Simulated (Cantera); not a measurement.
Charge: 1 mol Si, a varied amount of HBr, held at 598.15 K and 0.0100 bar.

Method: chemical equilibrium by Gibbs-energy minimisation in Cantera with the NASA 1993 tables (ideal gas, pure condensed phases). Candidate condensed phases: Br₂, Si; 19 gas species. Rates play no part.

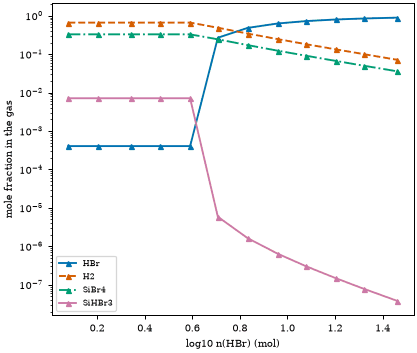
Figure: Equilibrium gas composition (values under 1e-9 drawn at 1e-9)

Question: Read off the mole fractions at 6.8 mol HBr.

Answer: HBr about 0.48, H₂ about 0.34, SiBr₄ about 0.17, SiHBr₃ about 1.6e-6.
